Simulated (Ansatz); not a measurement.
**GeH3ClO: geometry relaxation**

- system: GeH3ClO
- method: RKS PBE-D4/def2-SVP (Ansatz 0.2.0)

The input holds or restrains some coordinates. It belongs to a series of runs on one base structure; here: pulled along the bonds that form and break, towards end B. Figures and captions count atoms from 1; the log counts them from 0 in places.

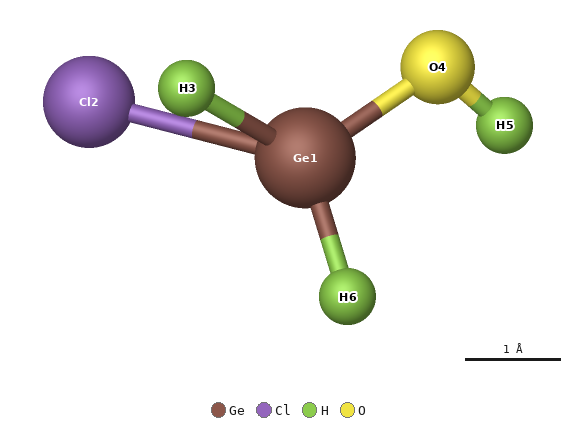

**Figure 1.** The starting structure (ball-and-stick view, seen at a tilt; atoms are numbered from 1 in the order of the input). Sticks mark near contacts. Bond lengths as drawn: Cl–Ge 2.42 Å, Ge–H 1.55 to 1.75 Å, Ge–O 1.77 Å and H–O 1.01 Å.

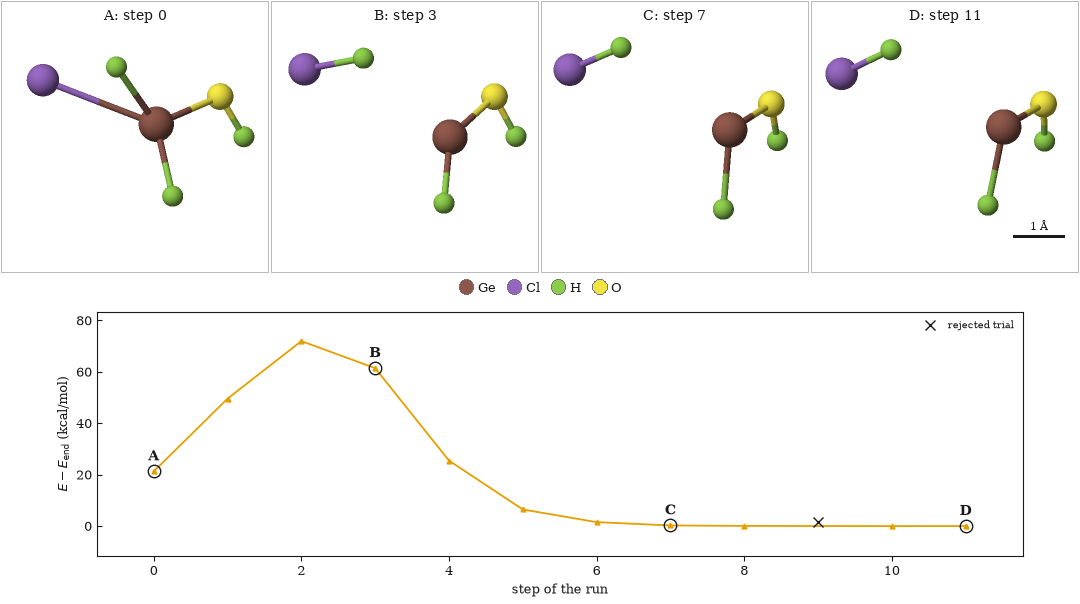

**Figure 2.** Frames of the restrained relaxation (ball-and-stick view, seen at a tilt) above the curves, on which the letters mark them (the first geometry is step 0 here and step 1 in the log).

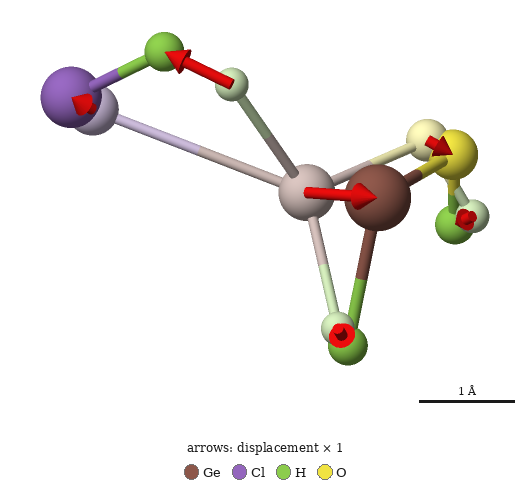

**Figure 3.** Start (faint) and end (solid) with the displacements as red arrows, at true length (ball-and-stick view, seen at a tilt). The two geometries are laid on each other by the best rigid fit. The energy falls by 21.3 kcal/mol in 11 geometry steps. Largest force component: 4.2 eV/Å at the start, 0.94 eV/Å at the end. The line search rejected the trial step at point 9 (counted from 0) and went back. The largest move after the best rigid fit is that of Ge1, 0.90 Å. By element the largest moves are Ge 0.90 Å, H 0.81 Å, Cl 0.32 Å, O 0.31 Å. Among the contacts that change: Ge1–H3 1.750 → 2.749 Å, Ge1–Cl2 2.420 → 3.416 Å, Cl2–H3 1.872 → 1.340 Å, Ge1–H6 1.549 → 1.631 Å. New bonds form: Cl2–H3 (1.87 → 1.34 Å). Bonds break: Ge1–Cl2 (2.42 → 3.42 Å), Ge1–H3 (1.75 → 2.75 Å). Among the angles that change: O4–Ge1–H6 109.5° → 97.1°, Ge1–O4–H5 109.5° → 112.9°. (Atoms are counted from 1 in the order of the input.)

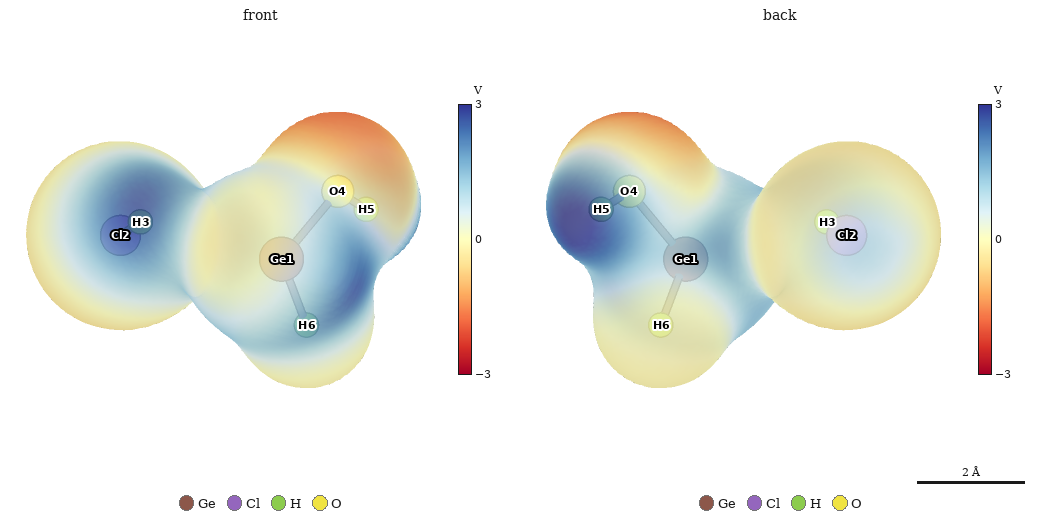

**Figure 4.** The electrostatic potential painted on the density surface at 0.004 e/bohr³, seen face on and from behind; red is negative and blue positive.

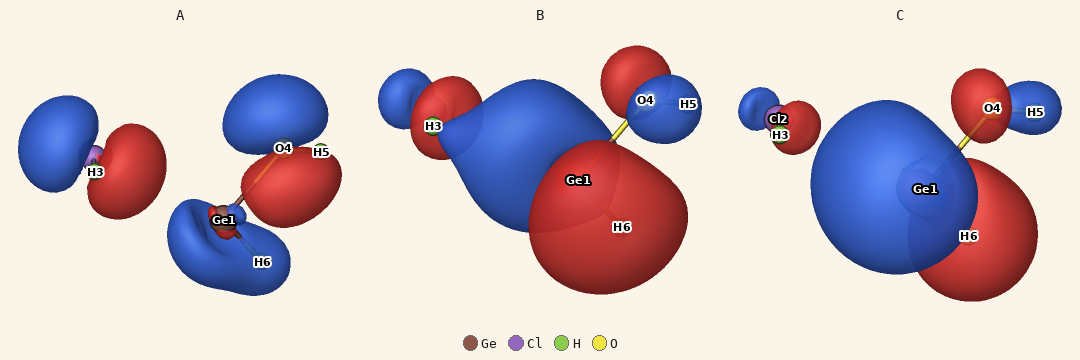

**Figure 5.** Three frontier orbitals at ±0.1 Å⁻³ᐟ² (red and blue are the two phases). A is the HOMO−1 (−7.56 eV). C is the HOMO (−5.86 eV). By Hirshfeld shares it lies mainly on Ge1 (65 %) and H6 (25 %). B is the LUMO (−2.92 eV). By Hirshfeld shares it lies mainly on Ge1 (75 %) and O4 (10 %). The HOMO–LUMO gap is 2.94 eV between the orbital energies.

These pictures come from the run below.

**Input file**
```yaml
crystal:
  periodic: [false, false, false]
  atoms:
    - { symbol: Ge, position_ang: [0.0, 0.0, 0.0] }
    - { symbol: Cl, position_ang: [1.3501, 0.0, 2.0083] }
    - { symbol: H, position_ang: [1.741, 0.0, 0.178] }
    - { symbol: O, position_ang: [-0.8337, 1.4443, -0.5894] }
    - { symbol: H, position_ang: [-1.7915, 1.2136, -0.8118] }
    - { symbol: H, position_ang: [-0.73, -1.2648, -0.5162] }
basis:
  gaussian: { orbitals: def2-SVP }
hamiltonian:
  xc: pbe
  dispersion: d4
relax:
  f_tol: 0.15
  max_steps: 25
  restrain:
    - { distance: [1, 2], at: 1.37, k: 30.0 }
    - { distance: [0, 1], at: 3.42, k: 30.0 }
    - { distance: [0, 2], at: 2.75, k: 30.0 }
output:
  orbitals: {}
```

Command:
```bash
ansatz run input.yaml --threads 1 --pin off --max-ram 2048MiB --backend cpu --events-out ev --progress --plain --runs-dir out
```

**Output**
```
The last accepted step is kept in [file] (removed where the run ends without a failure and the disk answers)
Engine: ansatz 0.2.0, aarch64-unknown-linux-gnu
Functional definition: PBE
  parameter kappa = 0.804
  parameter beta = 0.06672455060314922
  exchange = pbe_x(kappa = kappa, mu = beta*pi^2/3)
  correlation = pbe_c(beta = beta)
863 factors; their error is unknown
mean field evaluation 1: about -71101.3050 eV, gradient 5.8e1 eV
mean field evaluation 2: about -71038.3468 eV, gradient 1.6e2 eV
mean field evaluation 4: about -71105.8662 eV, gradient 1.9e1 eV
mean field evaluation 8: about -71107.1212 eV, gradient 8.5e-2 eV
mean field evaluation 16: about -71107.0711 eV, gradient 1.2e-5 eV
mean field -71107.07108911 eV, -2613.1366644210 hartree, gradient 1.2e-5 eV, S^2 0.000000; 0 other end points of the search recorded, 0 dependent functions left out
the calculation of the forces begins
reference -71107.07111845 eV, -2613.1366654992 hartree; 30, 30 occupied and 49, 49 virtual orbitals, 863 factors
relax step   1: F+E_penalty+E_count = -71107.17482821 eV  Δ(F+E_penalty+E_count) = +0.000e0 eV  max|allowed force component| = 4.223e0 eV/Å  E_restraint = 33.77366109 eV  max|allowed force component, restraints' pulls added| = 4.236e1 eV/Å  Δτ_max = 0.0000 Å  (26 SCF iters, accepted)
  distance Cl 1 - H 2 = 1.8716 Å
  distance Ge 0 - Cl 1 = 2.4199 Å
  distance Ge 0 - H 2 = 1.7501 Å
these checks for a lower state are left out or cut short: starts, cluster_reference, orbital_swaps, neighbouring_geometries, increment
863 factors; their error is unknown
mean field -71105.83565356 eV, -2613.0912630017 hartree, gradient 1.0e-5 eV, S^2 0.000000; 0 other end points of the search recorded, 0 dependent functions left out
[... from here on the field's lines of each further geometry are left out, up to the last ...]
relax step   2: F+E_penalty+E_count = -71105.94676646 eV  Δ(F+E_penalty+E_count) = +1.228e0 eV  max|allowed force component| = 7.412e0 eV/Å  E_restraint = 18.86286328 eV  max|allowed force component, restraints' pulls added| = 2.673e1 eV/Å  Δτ_max = 0.1952 Å  (35 SCF iters, accepted)
relax step   3: F+E_penalty+E_count = -71104.97611451 eV  Δ(F+E_penalty+E_count) = +9.707e-1 eV  max|allowed force component| = 8.962e0 eV/Å  E_restraint = 7.50099637 eV  max|allowed force component, restraints' pulls added| = 1.457e1 eV/Å  Δτ_max = 0.1948 Å  (36 SCF iters, accepted)
relax step   4: F+E_penalty+E_count = -71105.43306892 eV  Δ(F+E_penalty+E_count) = -4.570e-1 eV  max|allowed force component| = 8.421e0 eV/Å  E_restraint = 1.55464731 eV  max|allowed force component, restraints' pulls added| = 8.331e0 eV/Å  Δτ_max = 0.1949 Å  (34 SCF iters, accepted)
relax step   5: F+E_penalty+E_count = -71106.99263172 eV  Δ(F+E_penalty+E_count) = -1.560e0 eV  max|allowed force component| = 4.621e0 eV/Å  E_restraint = 0.05464483 eV  max|allowed force component, restraints' pulls added| = 2.905e0 eV/Å  Δτ_max = 0.1948 Å  (32 SCF iters, accepted)
relax step   6: F+E_penalty+E_count = -71107.81695192 eV  Δ(F+E_penalty+E_count) = -8.243e-1 eV  max|allowed force component| = 1.172e0 eV/Å  E_restraint = 0.00820106 eV  max|allowed force component, restraints' pulls added| = 1.426e0 eV/Å  Δτ_max = 0.1945 Å  (29 SCF iters, accepted)
relax step   7: F+E_penalty+E_count = -71108.03062250 eV  Δ(F+E_penalty+E_count) = -2.137e-1 eV  max|allowed force component| = 1.070e0 eV/Å  E_restraint = 0.00884610 eV  max|allowed force component, restraints' pulls added| = 7.304e-1 eV/Å  Δτ_max = 0.1948 Å  (28 SCF iters, accepted)
relax step   8: F+E_penalty+E_count = -71108.08687616 eV  Δ(F+E_penalty+E_count) = -5.625e-2 eV  max|allowed force component| = 8.795e-1 eV/Å  E_restraint = 0.01380299 eV  max|allowed force component, restraints' pulls added| = 3.438e-1 eV/Å  Δτ_max = 0.1802 Å  (28 SCF iters, accepted)
relax step   9: F+E_penalty+E_count = -71108.09439435 eV  Δ(F+E_penalty+E_count) = -7.518e-3 eV  max|allowed force component| = 8.745e-1 eV/Å  E_restraint = 0.01503214 eV  max|allowed force component, restraints' pulls added| = 1.871e-1 eV/Å  Δτ_max = 0.0540 Å  (23 SCF iters, accepted)
relax step  10: F+E_penalty+E_count = -71108.02453501 eV  Δ(F+E_penalty+E_count) = +6.986e-2 eV  max|allowed force component| = 1.666e0 eV/Å  E_restraint = 0.01801375 eV  max|allowed force component, restraints' pulls added| = 1.666e0 eV/Å  Δτ_max = 0.1952 Å  (29 SCF iters, rejected (line search))
relax step  11: F+E_penalty+E_count = -71108.09785840 eV  Δ(F+E_penalty+E_count) = -3.464e-3 eV  max|allowed force component| = 9.039e-1 eV/Å  E_restraint = 0.01519767 eV  max|allowed force component, restraints' pulls added| = 2.254e-1 eV/Å  Δτ_max = 0.0952 Å  (27 SCF iters, accepted)
the calculation of the forces begins
reference -71107.99965640 eV, -2613.1707886395 hartree; 30, 30 occupied and 49, 49 virtual orbitals, 863 factors
relax step  12: F+E_penalty+E_count = -71108.09730810 eV  Δ(F+E_penalty+E_count) = +5.503e-4 eV  max|allowed force component| = 9.400e-1 eV/Å  E_restraint = 0.01350186 eV  max|allowed force component, restraints' pulls added| = 1.648e-2 eV/Å  Δτ_max = 0.0101 Å  (25 SCF iters, accepted)
  distance Cl 1 - H 2 = 1.3403 Å
  distance Ge 0 - Cl 1 = 3.4159 Å
  distance Ge 0 - H 2 = 2.7492 Å
863 factors; their error is unknown
mean field evaluation 96: about -71108.0253 eV, gradient 3.2e0 eV
mean field -71107.99962525 eV, -2613.1707874947 hartree, gradient 6.0e-5 eV, S^2 0.000000; 1 other end points of the search recorded, 0 dependent functions left out
the calculation of the forces begins
reference -71107.99965640 eV, -2613.1707886395 hartree; 30, 30 occupied and 49, 49 virtual orbitals, 863 factors
Total energy: -71108.09733925 eV, -2613.1743784181 hartree
Atom 0 at     0.008200    -0.099565    -0.897740 Å, force     0.071729    -0.000298     0.125025 eV/Å
Atom 1 at     1.681092    -0.085482     2.080411 Å, force     0.240670     0.147602    -0.939989 eV/Å
Atom 2 at     2.128493     0.135352     0.836444 Å, force    -0.318081    -0.149643     0.818846 eV/Å
Atom 3 at    -1.018985     1.389503    -0.823368 Å, force    -0.010661     0.005144     0.001450 eV/Å
Atom 4 at    -1.927420     1.210114    -0.512890 Å, force     0.016482    -0.008799    -0.002937 eV/Å
Atom 5 at    -1.135481    -1.156821    -0.413958 Å, force    -0.000140     0.005995    -0.002394 eV/Å
Dipole moment:    -0.094055    -0.096176    -0.081659 e Å
```

**Trajectory as extended XYZ (Å, eV, eV/Å), 12 frames, from step=1 to step=12**
```
6
Properties=species:S:1:pos:R:3:forces:R:3 step=1 energy=-71107.17483
Ge    0.0000    0.0000    0.0000    4.2232  -0.4011  -0.6513
Cl    1.3501    0.0000    2.0083   -1.1737  -0.0406   1.9077
H     1.7410    0.0000    0.1780   -1.8907   0.1564  -2.1887
O    -0.8337    1.4443   -0.5894   -1.8371   0.1030  -0.0459
H    -1.7915    1.2136   -0.8118    1.2211   0.4558   0.3875
H    -0.7300   -1.2648   -0.5162   -0.5427  -0.2736   0.5907
6
Properties=species:S:1:pos:R:3:forces:R:3 step=2 energy=-71105.94677
Ge   -0.1570   -0.0119   -0.1155    7.4119  -0.4200   0.5555
Cl    1.4370   -0.0003    2.0449   -0.4688  -0.0742   0.6419
H     1.8426    0.0010    0.2660   -2.3382   0.0770  -0.6453
O    -0.8538    1.4616   -0.5965   -2.7390   1.4874  -0.4974
H    -1.7911    1.2190   -0.8120    0.1750   0.8588  -0.0013
H    -0.7419   -1.2762   -0.5180   -2.0409  -1.9290  -0.0533
6
Properties=species:S:1:pos:R:3:forces:R:3 step=3 energy=-71104.97611
Ge   -0.2900   -0.0215   -0.2573    8.9621  -0.7497   1.2231
Cl    1.5543    0.0005    2.0584    0.6887  -0.0678  -0.9134
H     1.9300    0.0032    0.4103   -1.9361   0.0431   1.4705
O    -0.8852    1.4852   -0.6039   -3.2847   2.9756  -0.8054
H    -1.8000    1.2310   -0.8154   -1.0761   1.2530  -0.3922
H    -0.7732   -1.3053   -0.5232   -3.3540  -3.4541  -0.5826
6
Properties=species:S:1:pos:R:3:forces:R:3 step=4 energy=-71105.43307
Ge   -0.3513   -0.0397   -0.4052    8.4207  -0.0432   0.8507
Cl    1.6873    0.0015    2.0563    0.8863  -0.0408  -1.8500
H     2.0055    0.0055    0.5900   -1.2759   0.0267   2.2741
O    -0.9369    1.5296   -0.6149   -2.4432   2.0650  -0.3958
H    -1.8324    1.2560   -0.8248   -1.9284   1.2716  -0.4544
H    -0.8362   -1.3598   -0.5325   -3.6595  -3.2793  -0.4245
6
Properties=species:S:1:pos:R:3:forces:R:3 step=5 energy=-71106.99263
Ge   -0.2726   -0.0744   -0.5800    4.6213   1.2671  -0.1302
Cl    1.8012    0.0042    2.0759    0.3038  -0.0333  -0.8825
H     2.0952    0.0105    0.7542   -0.4699   0.0271   0.9574
O    -1.0157    1.5858   -0.6181   -0.4895  -1.0075   0.0189
H    -1.9064    1.2936   -0.8317   -1.5857   0.7431  -0.0895
H    -0.9657   -1.4266   -0.5315   -2.3800  -0.9965   0.1259
6
Properties=species:S:1:pos:R:3:forces:R:3 step=6 energy=-71107.81695
Ge   -0.1209   -0.0651   -0.7014    1.1718   0.2908   0.1155
Cl    1.8356   -0.0003    2.1193    0.2590  -0.0145  -1.0692
H     2.1749    0.0192    0.8119   -0.3837   0.0115   1.0288
O    -1.0595    1.5147   -0.6191    0.0711  -1.0196  -0.2720
H    -1.9842    1.2955   -0.8218   -0.5764   0.2416   0.2332
H    -1.1100   -1.3709   -0.5200   -0.5418   0.4901  -0.0364
6
Properties=species:S:1:pos:R:3:forces:R:3 step=7 energy=-71108.03062
Ge   -0.0296   -0.0751   -0.7321   -0.1712  -0.1085   0.0882
Cl    1.8427    0.0020    2.1408    0.2891   0.0126  -1.0700
H     2.2252    0.0429    0.8481   -0.3837  -0.0173   1.0377
O    -1.0478    1.4374   -0.6999   -0.7094  -0.5479  -0.1601
H    -2.0172    1.2172   -0.7211    0.7304   0.2294   0.1584
H    -1.2374   -1.2312   -0.5669    0.2447   0.4316  -0.0541
6
Properties=species:S:1:pos:R:3:forces:R:3 step=8 energy=-71108.08688
Ge   -0.0240   -0.1385   -0.8115    0.4118  -0.0061  -0.0558
Cl    1.7587   -0.0603    2.1038    0.2120   0.1516  -0.8795
H     2.1485    0.1713    0.8431   -0.3061  -0.1694   0.8079
O    -0.9953    1.3811   -0.7782    0.0752   0.0929   0.0040
H    -1.9305    1.2267   -0.5634   -0.2260  -0.0113   0.0361
H    -1.2214   -1.1872   -0.5250   -0.1669  -0.0576   0.0873
6
Properties=species:S:1:pos:R:3:forces:R:3 step=9 energy=-71108.09439
Ge   -0.0106   -0.1207   -0.8451    0.2917   0.0059   0.0127
Cl    1.7279   -0.0597    2.0955    0.2138   0.1259  -0.8745
H     2.1431    0.1451    0.8395   -0.3033  -0.1377   0.7821
O    -1.0055    1.3856   -0.7888    0.0977   0.0726  -0.0287
H    -1.9328    1.2205   -0.5470   -0.1871  -0.0264   0.0513
H    -1.1862   -1.1776   -0.4852   -0.1129  -0.0402   0.0570
6
Properties=species:S:1:pos:R:3:forces:R:3 step=10 energy=-71108.02454 accepted=F
Ge    0.0305   -0.1149   -1.0045   -0.2503  -0.1636   0.2731
Cl    1.5819   -0.1012    2.0503    0.2692   0.1873  -0.9611
H     2.0756    0.1646    0.8342   -0.3098  -0.1782   0.8094
O    -1.0059    1.3660   -0.9007   -1.5805  -0.1176   1.1182
H    -1.8681    1.2228   -0.3628    1.6656   0.1949  -1.1562
H    -1.0781   -1.1442   -0.3476    0.2058   0.0771  -0.0833
6
Properties=species:S:1:pos:R:3:forces:R:3 step=11 energy=-71108.09786
Ge    0.0102   -0.0973   -0.9033    0.0151  -0.0297   0.1411
Cl    1.6760   -0.0851    2.0786    0.2281   0.1395  -0.9039
H     2.1264    0.1332    0.8372   -0.3030  -0.1403   0.7808
O    -1.0191    1.3916   -0.8307   -0.2089  -0.0579   0.0917
H    -1.9273    1.2136   -0.5034    0.2254   0.0287  -0.0900
H    -1.1304   -1.1629   -0.4095    0.0432   0.0597  -0.0197
6
Properties=species:S:1:pos:R:3:forces:R:3 step=12 energy=-71108.09731
Ge    0.0082   -0.0996   -0.8977    0.0717  -0.0003   0.1250
Cl    1.6811   -0.0855    2.0804    0.2407   0.1476  -0.9400
H     2.1285    0.1354    0.8364   -0.3181  -0.1496   0.8188
O    -1.0190    1.3895   -0.8234   -0.0107   0.0051   0.0014
H    -1.9274    1.2101   -0.5129    0.0165  -0.0088  -0.0029
H    -1.1355   -1.1568   -0.4140   -0.0001   0.0060  -0.0024
```

**Summary**

- outcome: converged under the restraints of the input
- total energy: −71108.0973 eV
- mean-field energy: −71107.9997 eV
- largest force (length of the vector) at the end, held atoms and coordinates included: 0.981 eV/Å
- hardware: 1 thread of Arm Neoverse V1, 24 GiB of memory available, shared host
- wall time: 26 s
- peak memory: 0.14 GiB
